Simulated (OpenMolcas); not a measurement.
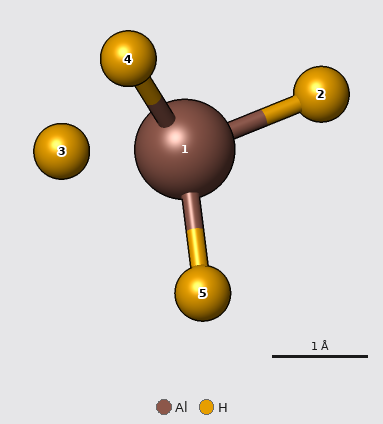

Fig. 1: The structure as given in the input (ball-and-stick view, seen at a tilt; atoms are numbered from 1 in the order of the input). Sticks mark near contacts. Bond lengths as drawn: Al–H 1.63 Å.

**Single-point calculation, with input and output: AlH4 (charge −1)**

System: AlH4, charge −1.
Method: HF/STO-3G, RHF (OpenMolcas 26.06).

A bond length was changed on purpose from its optimised value.

Input:
```
* AlH4 Hartree-Fock

&GATEWAY
  BasLib=$CurrDir
  Coord
  5
  angstrom
  Al      -0.384359      -0.004600       0.138221
  H       -0.370049      -0.022840       1.765301
  H        1.530040       0.013000      -0.552880
  H       -1.156819       1.330600      -0.381909
  H       -1.150449      -1.330240      -0.415819
  Basis=STO-3G
  Group=NoSym

&SEWARD

&SCF
  Charge=-1
  PrOrbitals=1 1
```

Hardware: 1 thread of Arm Neoverse V1, 24 GiB of memory available, shared host.

Run as:
```bash
export MOLCAS_MEM=1860
pymolcas step1.inp > step1.log
```

Output:
```
--- Start Module: gateway ---

                                              &GATEWAY

                       available to each process: 1.9 GB of memory, 1 thread

 Basis Set     1 Label: AL.STO-3G
 Basis set is read from library:.
 basistype.tbl is not found

 Basis Set     2 Label: H.STO-3G
 Basis set is read from library:.
 basistype.tbl is not found

++    Symmetry information:
      ---------------------

                    Character Table for C1

                             E
                    a        1  x, y, xy, Rz, z, xz, Ry, yz, Rx, I
--

++    Basis set information:
      ----------------------

      Basis set label: AL.STO-3G.........

      Electronic valence basis set:
      ------------------
      Associated Effective Charge  13.000000 au
      Associated Actual Charge     13.000000 au
      Nuclear Model: Point charge

      Shell  nPrim  nBasis  Cartesian Spherical Contaminant
         s       9       3        X
         p       6       2        X

      Basis set label: H.STO-3G.........

      Electronic valence basis set:
      ------------------
      Associated Effective Charge   1.000000 au
      Associated Actual Charge      1.000000 au
      Nuclear Model: Point charge

      Shell  nPrim  nBasis  Cartesian Spherical Contaminant
         s       3       1        X
--

++    Molecular structure info:
      -------------------------

                    ************************************************
                    **** Cartesian Coordinates / bohr, angstrom ****
                    ************************************************

     Center  Label                x              y              z                     x              y              z
        1      AL1             -0.726333      -0.008693       0.261200             -0.384359      -0.004600       0.138221
        2      H2              -0.699291      -0.043161       3.335935             -0.370049      -0.022840       1.765301
        3      H3               2.891357       0.024566      -1.044792              1.530040       0.013000      -0.552880
        4      H4              -2.186071       2.514470      -0.721703             -1.156819       1.330600      -0.381909
        5      H5              -2.174034      -2.513789      -0.785784             -1.150449      -1.330240      -0.415819

                    ***************************************
                    *    InterNuclear Distances / bohr    *
                    ***************************************

               1 AL1           2 H2            3 H3            4 H4            5 H5
    1 AL1      0.000000
    2 H2       3.075048        0.000000
    3 H3       3.846349        5.664637        0.000000
    4 H4       3.076245        5.021596        5.664298        0.000000
    5 H5       3.076934        5.026673        5.671729        5.028682        0.000000

                    *******************************************
                    *    InterNuclear Distances / angstrom    *
                    *******************************************

               1 AL1           2 H2            3 H3            4 H4            5 H5
    1 AL1      0.000000
    2 H2       1.627245        0.000000
    3 H3       2.035400        2.997597        0.000000
    4 H4       1.627879        2.657314        2.997418        0.000000
    5 H5       1.628243        2.660001        3.001350        2.661064        0.000000
--

            Nuclear Potential Energy             17.18465184 au

--- Stop Module: gateway /rc=_RC_ALL_IS_WELL_ ---

--- Start Module: seward ---

                                              &SEWARD

                       available to each process: 1.9 GB of memory, 1 thread

               SEWARD will generate:
                  Multipole Moment integrals up to order  2
                  Kinetic Energy integrals
                  Nuclear Attraction integrals (point charge)
                  One-Electron Hamiltonian integrals
                  Velocity integrals
                  Orbital angular momentum around ( -0.7024  -0.0081   0.2527 )
                  Velocity quadrupole around ( -0.7024  -0.0081   0.2527 )
                  Two-Electron Repulsion integrals

                   Integrals are discarded if absolute value <: 1.00E-14
                   Integral cutoff threshold is set to       <: 1.00E-16

            Nuclear Potential Energy             17.18465184 au

      Basis set specifications :
      Symmetry species         a
      Basis functions           13

--- Stop Module: seward /rc=_RC_ALL_IS_WELL_ ---

--- Start Module: scf ---

                                                &SCF

                       available to each process: 1.9 GB of memory, 1 thread

++    Input section:
      --------------

      Header of the integral files:

      Cartesian coordinates in angstrom:
      -----------------------------------------------------
      No.  Label        X            Y            Z
      -----------------------------------------------------
       1   AL1       -0.38435900  -0.00460000   0.13822100
       2   H2        -0.37004900  -0.02284000   1.76530100
       3   H3         1.53004000   0.01300000  -0.55288000
       4   H4        -1.15681900   1.33060000  -0.38190900
       5   H5        -1.15044900  -1.33024000  -0.41581900
      -----------------------------------------------------
      Nuclear repulsion energy =   17.18465184
--

++    Orbital specifications:
      -----------------------

      Symmetry species               1
                                     a
      Frozen orbitals                0
      Aufbau                         9
      Start temperature = 0.500
      End temperature   = 0.010
      Temperature Factor= 0.460
      Deleted orbitals               0
      Total number of orbitals      13
      Number of basis functions     13
--

      Molecular charge                          -1.000

++    Optimization specifications:
      ----------------------------

      SCF Algorithm: Conventional
      Minimized density differences are used
      Number of density matrices in core                 5
      Maximum number of NDDO SCF iterations            400
      Maximum number of HF SCF iterations              400
      Threshold for SCF energy change             1.00E-09
      Threshold for density matrix                1.00E-04
      Threshold for Fock matrix                   1.50E-04
      Threshold for linear dependence             1.00E-09
      Threshold at which DIIS is turned on        1.50E-01
      Maximum depth in the DIIS procedure                5
      Maximum depth in the BFGS Hessian update          30
      Threshold at which QNR/C2DIIS is turned on  7.50E-02
      Threshold for Norm(delta) (QNR/C2DIIS)      1.00E-03
      All orbitals punched on: SCFORB
--

      Input vectors read from INPORB
      Orbital file label: *Guess orbitals

++ Convergence information
                                   SCF        iterations: Energy and convergence statistics

Iter     Tot. SCF        One-elec.       Two-elec.     Energy      Max Dij or  Max Fij      DNorm      TNorm      AccCon     Time
         Energy          Energy          Energy        Change      Delta Norm                                                in Sec.
   1  -238.499826589  -379.041067293   123.356588861   0.00E+00    4.79E-02*   7.25E-01*    6.53E+00   5.04E+01   None         0.
   2  -239.888626416  -376.070490056   118.997211797  -1.39E+00*   8.85E-02*   4.27E-02*    2.42E+00   4.95E+01   EDIIS        0.
   3  -240.873544859  -375.710495850   117.652299150  -9.85E-01*   5.82E-02*   2.84E-02*    1.00E+00   4.92E+01   EDIIS        0.
   4  -241.082503398  -376.099860879   117.832705639  -2.09E-01*   1.24E-02*   5.95E-03*    1.68E-01   4.93E+01   EDIIS        0.
   5  -241.085844684  -376.183273959   117.912777433  -3.34E-03*   3.90E-03*   1.78E-03*    4.52E-02   4.93E+01   EDIIS        0.
   6  -241.085858732  -376.174233065   117.903722491  -1.40E-05*   9.44E-04*   4.32E-04*    7.55E-03   4.93E+01   EDIIS        0.

       Fermi aufbau procedure completed!
      nOcc=    9

   7  -241.085859682  -376.175180265   117.904668741  -9.50E-07*   4.29E-05    1.75E-04*    3.78E-04   4.93E+01   c2DIIS       0.
   8  -241.085859757  -376.174956556   117.904444957  -7.51E-08*   4.92E-06    2.79E-06     2.48E-05   4.93E+01   QNRc2DIIS    0.
   9  -241.085859757  -376.175028227   117.904516628  -5.17E-11    7.85E-07    6.76E-07     1.20E-04   4.93E+01   QNRc2DIIS    0.

       Convergence after   9 Iterations
--

 *****************************************************************************************************************************
 *                                             SCF/KS-DFT Program, Final results                                             *
 *                                                       Final Results                                                       *
 *****************************************************************************************************************************

::    Total SCF energy                               -241.0858597569
      One-electron energy                            -376.1750282271
      Two-electron energy                             117.9045166279
      Nuclear repulsion energy                         17.1846518423
      Kinetic energy (interpolated)                   238.6771978486
      Virial theorem                                    1.0100917135
      Total spin, S(S+1)                                0.0000000000
      Total spin, S                                     0.0000000000
      Max non-diagonal density matrix element           0.0000013999
      Max non-diagonal Fock matrix element              0.0000000351

      All orbitals with orbital energies smaller than  E(LUMO)+0.5 are printed

++    Molecular orbitals:
      -------------------

      Title: SCF orbitals

      Molecular orbitals for symmetry species 1: a

          Orbital            1         2         3         4         5         6         7         8         9        10
          Energy          -57.4809   -4.4097   -2.6387   -2.6387   -2.6384   -0.2420   -0.0690   -0.0687    0.0031    0.6733
          Occ. No.          2.0000    2.0000    2.0000    2.0000    2.0000    2.0000    2.0000    2.0000    2.0000    0.0000

          Orbital           11        12        13
          Energy            0.8405    0.8899    0.8905
          Occ. No.          0.0000    0.0000    0.0000

--

++    Molecular charges:
      ------------------

      Mulliken charges per centre and basis function type
      ---------------------------------------------------

                AL1     H2      H3      H4      H5
      1s       4.9375  1.4022  1.4909  1.4022  1.4020
      2px      2.4133  0.0000  0.0000  0.0000  0.0000
      2pz      2.4715  0.0000  0.0000  0.0000  0.0000
      2py      2.4803  0.0000  0.0000  0.0000  0.0000
      Total   12.3026  1.4022  1.4909  1.4022  1.4020

      N-E      0.6974 -0.4022 -0.4909 -0.4022 -0.4020

      Total electronic charge=   18.000000

      Total            charge=   -1.000000
--

++    Molecular properties:
      ---------------------

      Charge (e):
                      =   -1.0000
      Dipole Moment (debye):
      Origin of the operator (angstrom)=   -0.3717   -0.0043    0.1337
                   X= -1.3593E+00               Y= -2.4786E-02               Z=  4.8479E-01           Total=  1.4434E+00
      Center of Charge (angstrom)
                     X=   -0.08867523               Y=    0.00085028               Z=    0.03279933
      Quadrupole Moment (debye*angstrom):
      Origin of the operator (angstrom)=   -0.3717   -0.0043    0.1337
                  XX= -2.2434E+01              XY= -4.0898E-02              XZ=  1.2691E+00              YY= -1.8925E+01
                  YZ=  8.4142E-03              ZZ= -1.9368E+01
      In traceless form (debye*angstrom)
                  XX= -3.2872E+00              XY= -6.1346E-02              XZ=  1.9037E+00              YY=  1.9760E+00
                  YZ=  1.2621E-02              ZZ=  1.3113E+00
--

--- Stop Module: scf /rc=_RC_ALL_IS_WELL_ ---

.##################.
.# Happy landing! #.
.##################.

    Timing: Wall=1.32 User=0.99 System=0.32
```

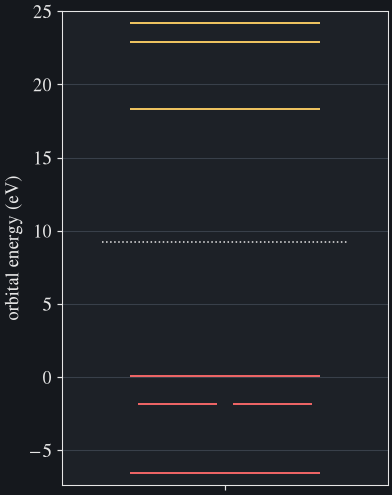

Fig. 2: Orbital energies near the frontier; the dotted line parts filled from empty levels, and levels within 0.02 eV of each other stand side by side. Highest filled 0.08 eV, lowest empty 18.32 eV, 18.24 eV apart.

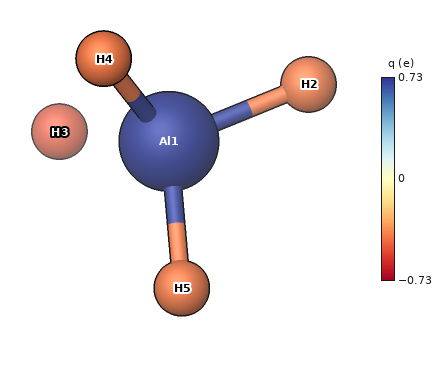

Fig. 3: Mulliken charges, as the colour of each atom (ball-and-stick view, seen at a tilt; atoms are numbered from 1 in the order of the input). By element: Al +0.70 and H −0.49 to −0.40 e.

Summary:

```json
{"quantity": "outcome", "value": "converged"}
{"quantity": "total energy", "value": "−241.085860 hartree"}
{"quantity": "basis functions", "value": "13"}
{"quantity": "HOMO", "value": "0.08 eV"}
{"quantity": "LUMO", "value": "18.32 eV"}
{"quantity": "wall time", "value": "1.6 s"}
{"quantity": "peak memory", "value": "0.37 GiB"}
```
